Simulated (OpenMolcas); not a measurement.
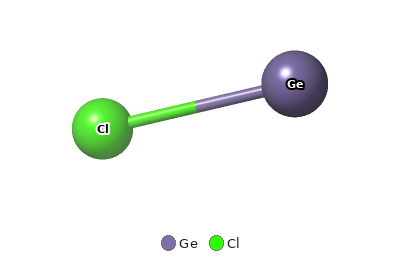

The molecule at the reference distance of 2.198 Å.

**Relativistic diatomic calculation for GeCl (part 1 of 2)**

GeCl. Computed at this level: SA-CASSCF(9,7)/XMS-CASPT2 + RASSI spin-orbit (X2C scalar, AMFI), ANO-RCC-VTZP (OpenMolcas).

## Input file
```
&GATEWAY
Coord
2
angstrom
Ge 0.0 0.0 0.0
Cl 0.0 0.0 2.1980
Basis=ANO-RCC-VTZP
Group=XY
RX2C
AMFI
ANGMom
0.0 0.0 0.0
RICD
&SEWARD
&GUESSORB
&RASSCF
FileOrb=$CurrDir/o22.orb
Symmetry=2
Spin=2
nActEl=9 0 0
Inactive=12 8
RAS2=3 4
CIRoot=8 8 1
Linear
Iterations=120 100
OrbListing=Nothing
PRWF=0.15
>>COPY $Project.RasOrb $CurrDir/o22.orb
>>COPY $Project.rasscf.h5 $CurrDir/r22.h5
&CASPT2
XMultistate=all
Imaginary=0.2
IPEA=0.25
MaxIter=40
>>COPY $Project.JobMix JOB001
&RASSCF
FileOrb=$CurrDir/o21.orb
Symmetry=1
Spin=2
nActEl=9 0 0
Inactive=12 8
RAS2=3 4
CIRoot=5 5 1
Linear
Iterations=120 100
OrbListing=Nothing
PRWF=0.15
>>COPY $Project.RasOrb $CurrDir/o21.orb
>>COPY $Project.rasscf.h5 $CurrDir/r21.h5
&CASPT2
XMultistate=all
Imaginary=0.2
IPEA=0.25
MaxIter=40
>>COPY $Project.JobMix JOB002
&RASSCF
FileOrb=$CurrDir/o41.orb
Symmetry=1
Spin=4
nActEl=9 0 0
Inactive=12 8
RAS2=3 4
CIRoot=1 1 1
Linear
Iterations=120 100
OrbListing=Nothing
PRWF=0.15
>>COPY $Project.RasOrb $CurrDir/o41.orb
>>COPY $Project.rasscf.h5 $CurrDir/r41.h5
&CASPT2
XMultistate=all
Imaginary=0.2
IPEA=0.25
MaxIter=40
>>COPY $Project.JobMix JOB003
&RASSCF
FileOrb=$CurrDir/o42.orb
Symmetry=2
Spin=4
nActEl=9 0 0
Inactive=12 8
RAS2=3 4
CIRoot=4 4 1
Linear
Iterations=120 100
OrbListing=Nothing
PRWF=0.15
>>COPY $Project.RasOrb $CurrDir/o42.orb
>>COPY $Project.rasscf.h5 $CurrDir/r42.h5
&CASPT2
XMultistate=all
Imaginary=0.2
IPEA=0.25
MaxIter=40
>>COPY $Project.JobMix JOB004
&RASSI
Nr of JobIphs=4 8 5 1 4
1 2 3 4 5 6 7 8
1 2 3 4 5
1
1 2 3 4
SpinOrbit
EJob
Omega
MEES
MESO
Properties=4
'AngMom' 3 'Mltpl  1' 1 'Mltpl  1' 2 'Mltpl  1' 3
Thrs=1.0d-4
>>COPY $Project.rassi.h5 $CurrDir/so.h5
```

The first orbital files come from an earlier step.

Hardware: 1 thread of Arm Neoverse V2, 24 GiB of memory available, shared host.

Launched with:
```bash
pymolcas m.inp (one call a module block, same work directory)
```

## Output (extracts)
```
++    Wave function specifications:
      Number of closed shell electrons          40
      Number of electrons in active shells       9
      Number of inactive orbitals               20
      Number of active orbitals                  7
      Number of secondary orbitals              50
      Spin quantum number                      0.5
      State symmetry                             2
++    Orbital specifications:
      Symmetry species                           1   2
                                                 a   b
      Frozen orbitals                            0   0
      Inactive orbitals                         12   8
      Active orbitals                            3   4
      RAS2 orbitals                              3   4
      Secondary orbitals                        26  24
      Number of basis functions                 41  36
      printout of CI-coefficients larger than  0.15 for root  1
      energy=   -2558.077304
      conf/sym  111 2222     Coeff  Weight
            37  u2d 22u0  -0.22098 0.04883
            61  022 22u0   0.93260 0.86974
            66  022 2uud   0.16806 0.02824
      printout of CI-coefficients larger than  0.15 for root  2
      energy=   -2558.077304
      conf/sym  111 2222     Coeff  Weight
            39  u2d 220u   0.22098 0.04883
            63  022 220u  -0.93260 0.86974
           142  022 u2du   0.21191 0.04490
      printout of CI-coefficients larger than  0.15 for root  3
      energy=   -2557.897900
      conf/sym  111 2222     Coeff  Weight
            67  022 2u02   0.30262 0.09158
           142  022 u2du   0.62847 0.39497
           144  022 u2ud  -0.67919 0.46130
      printout of CI-coefficients larger than  0.15 for root  4
      energy=   -2557.897900
      conf/sym  111 2222     Coeff  Weight
            64  022 2udu  -0.90243 0.81438
            66  022 2uud   0.20467 0.04189
           141  022 u220   0.30262 0.09158
      printout of CI-coefficients larger than  0.15 for root  5
      energy=   -2557.871440
      conf/sym  111 2222     Coeff  Weight
            64  022 2udu  -0.34913 0.12189
            66  022 2uud  -0.60471 0.36567
           141  022 u220  -0.49374 0.24378
           146  022 u202   0.49374 0.24378
      printout of CI-coefficients larger than  0.15 for root  6
      energy=   -2557.871440
      conf/sym  111 2222     Coeff  Weight
            62  022 2u20   0.49374 0.24378
            67  022 2u02  -0.49374 0.24378
           142  022 u2du  -0.34913 0.12189
           144  022 u2ud  -0.60471 0.36567
      printout of CI-coefficients larger than  0.15 for root  7
      energy=   -2557.860024
      conf/sym  111 2222     Coeff  Weight
            39  u2d 220u  -0.20283 0.04114
            62  022 2u20   0.48589 0.23609
            67  022 2u02  -0.40598 0.16482
           142  022 u2du   0.60960 0.37162
           144  022 u2ud   0.37625 0.14157
      printout of CI-coefficients larger than  0.15 for root  8
      energy=   -2557.860024
      conf/sym  111 2222     Coeff  Weight
            37  u2d 22u0   0.20283 0.04114
            66  022 2uud   0.71606 0.51274
           141  022 u220  -0.40598 0.16482
           146  022 u202   0.48589 0.23609
      Natural orbitals and occupation numbers for root  1
      sym 1:   0.035084   1.982276   1.963125
      sym 2:   1.994066   1.982263   1.005394   0.037792
      Natural orbitals and occupation numbers for root  2
      sym 1:   0.035084   1.982276   1.963125
      sym 2:   1.982263   1.994066   0.037792   1.005394
      Natural orbitals and occupation numbers for root  3
      sym 1:   0.034478   1.989131   1.972919
      sym 2:   1.173735   1.897550   0.844624   1.087562
      Natural orbitals and occupation numbers for root  4
      sym 1:   0.034478   1.989131   1.972919
      sym 2:   1.897550   1.173735   1.087562   0.844624
      Natural orbitals and occupation numbers for root  5
      sym 1:   0.020177   1.996621   1.983292
      sym 2:   1.499734   1.499734   1.000221   1.000221
      Natural orbitals and occupation numbers for root  6
      sym 1:   0.020177   1.996621   1.983292
      sym 2:   1.499734   1.499734   1.000220   1.000221
      Natural orbitals and occupation numbers for root  7
      sym 1:   0.072005   1.984466   1.937821
      sym 2:   1.510405   1.595786   0.977172   0.922344
      Natural orbitals and occupation numbers for root  8
      sym 1:   0.072005   1.984466   1.937821
      sym 2:   1.595786   1.510406   0.922343   0.977173
      RASSCF energy for state  8                  -2557.86002363
::    RASSCF root number  1 Total energy:  -2558.07730360
::    RASSCF root number  2 Total energy:  -2558.07730360
::    RASSCF root number  3 Total energy:  -2557.89790045
::    RASSCF root number  4 Total energy:  -2557.89790045
::    RASSCF root number  5 Total energy:  -2557.87144020
::    RASSCF root number  6 Total energy:  -2557.87144020
::    RASSCF root number  7 Total energy:  -2557.86002363
::    RASSCF root number  8 Total energy:  -2557.86002363
      Von Neumann Entropy (Root   1) =  0.76541
++    Wave function specifications:
      Number of closed shell electrons           2
      Number of electrons in active shells       9
      Number of inactive orbitals                1
      Number of active orbitals                  7
      Number of secondary orbitals              50
      Spin quantum number                      0.5
      State symmetry                             2
      Number of CSFs                           248
      Number of CASSCF root(s) available         8
      CASPT2 state passed to geometry opt.       8
      A file JOBMIX will be created
      This is a MULTI-STATE CASSCF reference
      Number of CI roots used                    8
      These are:                                 1   2   3   4   5   6   7   8
      Off-diagonal elements of Heff are computed
  FINAL CASPT2 RESULT:
      Reference energy:       -2558.0773035975
      E2 (Non-variational):      -0.2456939335
      Shift correction:          -0.0030179720
      E2 (Variational):          -0.2487119055
      Total energy:           -2558.3260155030
      Reference weight:           0.89806
  FINAL CASPT2 RESULT:
      Reference energy:       -2558.0773035965
      E2 (Non-variational):      -0.2456939338
      Shift correction:          -0.0030179721
      E2 (Variational):          -0.2487119059
      Total energy:           -2558.3260155023
      Reference weight:           0.89806
  FINAL CASPT2 RESULT:
      Reference energy:       -2557.8979004418
      E2 (Non-variational):      -0.2204793487
      Shift correction:          -0.0020475115
      E2 (Variational):          -0.2225268602
      Total energy:           -2558.1204273021
      Reference weight:           0.91341
  FINAL CASPT2 RESULT:
      Reference energy:       -2557.8979004415
      E2 (Non-variational):      -0.2204793414
      Shift correction:          -0.0020475113
      E2 (Variational):          -0.2225268527
      Total energy:           -2558.1204272941
      Reference weight:           0.91341
  FINAL CASPT2 RESULT:
      Reference energy:       -2557.8714401931
      E2 (Non-variational):      -0.2201098408
      Shift correction:          -0.0019831174
      E2 (Variational):          -0.2220929582
      Total energy:           -2558.0935331512
      Reference weight:           0.91440
  FINAL CASPT2 RESULT:
      Reference energy:       -2557.8714401931
      E2 (Non-variational):      -0.2201098407
      Shift correction:          -0.0019831174
      E2 (Variational):          -0.2220929581
      Total energy:           -2558.0935331512
      Reference weight:           0.91440
  FINAL CASPT2 RESULT:
      Reference energy:       -2557.8600236201
      E2 (Non-variational):      -0.2255376118
      Shift correction:          -0.0025115210
      E2 (Variational):          -0.2280491327
      Total energy:           -2558.0880727529
      Reference weight:           0.90892
  FINAL CASPT2 RESULT:
      Reference energy:       -2557.8600236200
      E2 (Non-variational):      -0.2255376116
      Shift correction:          -0.0025115204
      E2 (Variational):          -0.2280491319
      Total energy:           -2558.0880727519
      Reference weight:           0.90892
       Total XMS-CASPT2 energies:
::    XMS-CASPT2 Root  1     Total energy:  -2558.32456249
::    XMS-CASPT2 Root  2     Total energy:  -2558.32456249
::    XMS-CASPT2 Root  3     Total energy:  -2558.12322889
::    XMS-CASPT2 Root  4     Total energy:  -2558.12322889
::    XMS-CASPT2 Root  5     Total energy:  -2558.09363725
::    XMS-CASPT2 Root  6     Total energy:  -2558.09363725
::    XMS-CASPT2 Root  7     Total energy:  -2558.08662008
::    XMS-CASPT2 Root  8     Total energy:  -2558.08662007
++    Wave function specifications:
      Number of closed shell electrons          40
      Number of electrons in active shells       9
      Number of inactive orbitals               20
      Number of active orbitals                  7
      Number of secondary orbitals              50
      Spin quantum number                      0.5
      State symmetry                             1
      printout of CI-coefficients larger than  0.15 for root  1
      energy=   -2557.950196
      conf/sym  111 2222     Coeff  Weight
            19  u22 2200   0.94647 0.89580
      printout of CI-coefficients larger than  0.15 for root  2
      energy=   -2557.897736
      conf/sym  111 2222     Coeff  Weight
           143  02u 22du  -0.82744 0.68466
           145  02u 22ud   0.47772 0.22822
      printout of CI-coefficients larger than  0.15 for root  3
      energy=   -2557.893629
      conf/sym  111 2222     Coeff  Weight
           142  02u 2220   0.55346 0.30632
           143  02u 22du   0.29421 0.08656
           145  02u 22ud   0.50959 0.25969
           147  02u 2202  -0.55346 0.30632
      printout of CI-coefficients larger than  0.15 for root  4
      energy=   -2557.893629
      conf/sym  111 2222     Coeff  Weight
           142  02u 2220   0.41608 0.17312
           143  02u 22du  -0.39136 0.15316
           145  02u 22ud  -0.67785 0.45949
           147  02u 2202  -0.41608 0.17312
      printout of CI-coefficients larger than  0.15 for root  5
      energy=   -2557.868193
      conf/sym  111 2222     Coeff  Weight
           142  02u 2220   0.68366 0.46739
           147  02u 2202   0.68366 0.46739
      Natural orbitals and occupation numbers for root  1
      sym 1:   0.998581   1.990000   1.939155
      sym 2:   1.976445   1.976445   0.059686   0.059686
      Natural orbitals and occupation numbers for root  2
      sym 1:   0.044187   1.958282   1.007523
      sym 2:   1.996044   1.996044   0.998960   0.998960
      Natural orbitals and occupation numbers for root  3
      sym 1:   0.032462   1.964877   1.008068
      sym 2:   1.993815   1.993815   1.003482   1.003482
      Natural orbitals and occupation numbers for root  4
      sym 1:   0.032462   1.964877   1.008068
      sym 2:   1.993815   1.993815   1.003482   1.003482
      Natural orbitals and occupation numbers for root  5
      sym 1:   0.054567   1.946522   1.010462
      sym 2:   1.992527   1.992527   1.001697   1.001697
      RASSCF energy for state  5                  -2557.86819338
::    RASSCF root number  1 Total energy:  -2557.95019567
::    RASSCF root number  2 Total energy:  -2557.89773592
::    RASSCF root number  3 Total energy:  -2557.89362893
::    RASSCF root number  4 Total energy:  -2557.89362893
::    RASSCF root number  5 Total energy:  -2557.86819338
      Von Neumann Entropy (Root   1) =  0.88690
++    Wave function specifications:
      Number of closed shell electrons           2
      Number of electrons in active shells       9
      Number of inactive orbitals                1
      Number of active orbitals                  7
      Number of secondary orbitals              50
      Spin quantum number                      0.5
      State symmetry                             1
      Number of CSFs                           242
      Number of CASSCF root(s) available         5
      CASPT2 state passed to geometry opt.       5
      A file JOBMIX will be created
      This is a MULTI-STATE CASSCF reference
      Number of CI roots used                    5
      These are:                                 1   2   3   4   5
      Off-diagonal elements of Heff are computed
  FINAL CASPT2 RESULT:
      Reference energy:       -2557.9501956677
      E2 (Non-variational):      -0.2615952672
      Shift correction:          -0.0046977430
      E2 (Variational):          -0.2662930103
      Total energy:           -2558.2164886779
      Reference weight:           0.88592
  FINAL CASPT2 RESULT:
      Reference energy:       -2557.8977359176
      E2 (Non-variational):      -0.2260328634
      Shift correction:          -0.0021116099
      E2 (Variational):          -0.2281444733
      Total energy:           -2558.1258803909
      Reference weight:           0.91081
  FINAL CASPT2 RESULT:
      Reference energy:       -2557.8936289291
      E2 (Non-variational):      -0.2367589746
      Shift correction:          -0.0029237585
      E2 (Variational):          -0.2396827330
      Total energy:           -2558.1333116621
      Reference weight:           0.90076
  FINAL CASPT2 RESULT:
      Reference energy:       -2557.8936289291
      E2 (Non-variational):      -0.2363835665
      Shift correction:          -0.0029024813
      E2 (Variational):          -0.2392860478
      Total energy:           -2558.1329149768
      Reference weight:           0.90120
  FINAL CASPT2 RESULT:
      Reference energy:       -2557.8681933769
      E2 (Non-variational):      -0.2318415535
      Shift correction:          -0.0026069311
      E2 (Variational):          -0.2344484846
      Total energy:           -2558.1026418615
      Reference weight:           0.90551
       Total XMS-CASPT2 energies:
::    XMS-CASPT2 Root  1     Total energy:  -2558.21583562
::    XMS-CASPT2 Root  2     Total energy:  -2558.13331169
::    XMS-CASPT2 Root  3     Total energy:  -2558.13291495
::    XMS-CASPT2 Root  4     Total energy:  -2558.12588039
::    XMS-CASPT2 Root  5     Total energy:  -2558.10329492
++    Wave function specifications:
      Number of closed shell electrons          40
      Number of electrons in active shells       9
      Number of inactive orbitals               20
      Number of active orbitals                  7
      Number of secondary orbitals              50
      Spin quantum number                      1.5
      State symmetry                             1
      printout of CI-coefficients larger than  0.15 for root  1
      energy=   -2557.978793
      conf/sym  111 2222     Coeff  Weight
            61  02u 22uu  -0.98869 0.97752
      Natural orbitals and occupation numbers for root  1
      sym 1:   0.028170   1.970419   1.003082
      sym 2:   1.997263   1.997263   1.001901   1.001901
      RASSCF energy for state  1                  -2557.97879307
::    RASSCF root number  1 Total energy:  -2557.97879307
      Von Neumann Entropy (Root   1) =  1.61021
++    Wave function specifications:
      Number of closed shell electrons           2
      Number of electrons in active shells       9
      Number of inactive orbitals                1
      Number of active orbitals                  7
      Number of secondary orbitals              50
      Spin quantum number                      1.5
      State symmetry                             1
      Number of CSFs                           112
      Number of CASSCF root(s) available         1
      CASPT2 state passed to geometry opt.       1
      A file JOBMIX will be created
      This is a CASSCF or RASSCF reference function
  FINAL CASPT2 RESULT:
      Reference energy:       -2557.9787930641
      E2 (Non-variational):      -0.2133460750
      Shift correction:          -0.0017179013
      E2 (Variational):          -0.2150639763
      Total eSPIN-FREE ENERGIES:
  (Shifted by EMIN (a.u.) =      -2558.3245624935)
 SF State       Relative EMIN(au)   Rel lowest level(eV)    D:o, cm**(-1)      Abs_M
     1             0.0000000000        0.0000000000              0.0000         1.0
     2             0.0000000015        0.0000000396              0.0003         1.0
     9             0.1087268773        2.9586090537          23862.7913         0.0
    14             0.1307054531        3.5566765681          28686.5311         0.0
    15             0.1851453910        5.0380627469          40634.7164         1.0
    16             0.1851453910        5.0380627469          40634.7164         1.0
    10             0.1912508080        5.2041996071          41974.7006         2.0
    11             0.1916475400        5.2149952342          42061.7732         2.0
    12             0.1986821026        5.4064154342          43605.6812         0.0
     3             0.2013336016        5.4785663968          44187.6180         1.0
     4             0.2013336075        5.4785665569          44187.6193         1.0
    13             0.2212675702        6.0209973153          48562.6184         0.0
    17             0.2293089201        6.2398135937          50327.4907         1.0
    18             0.2293089201        6.2398135937          50327.4907         1.0
     5             0.2309252437        6.2837960016          50682.2327         3.0
     6             0.2309252454        6.2837960460          50682.2331         3.0
     7             0.2379424170        6.4747430136          52222.3243         1.1
     8             0.2379424224        6.4747431591          52222.3254         1.1
```

(Continued in part 2.) Outcome of the run: converged.
